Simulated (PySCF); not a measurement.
```yaml
atoms:
  - { symbol: P, position_ang: [-0.2395, 0.6769, 0.0017] }
  - { symbol: S, position_ang: [1.3930, -0.3349, -0.0202] }
  - { symbol: H, position_ang: [-1.2379, -0.3653, -0.0226] }
```

Geometry: PBE0-D3(BJ)/def2-TZVP.

Method: PBE0/aug-cc-pVTZ, SCF density, gas phase (PySCF).

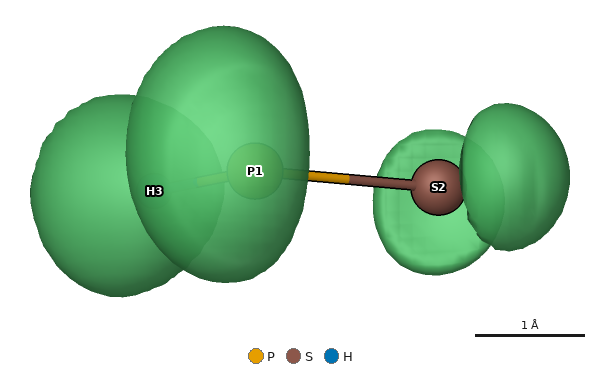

HPS (SMILES P=S). Isosurface of the electron localisation function at 0.9 (green), seen from one side. Core shells and regions of very low density are left out.

What do the ELF domains correspond to?

At this value the surface marks out one region around a hydrogen nucleus, one lobe on P, pointing away from the bonds (lone pairs) and two lobes on S, pointing away from the bonds (lone pairs, which may merge into one lobe).

Values along the shortest contacts:
P–S (1.92 Å): the ELF peaks at about 0.85 between the atoms; localised, covalent bonding. P–H (1.44 Å): the ELF climbs to about 1 towards the hydrogen, as it does in any bond to H.
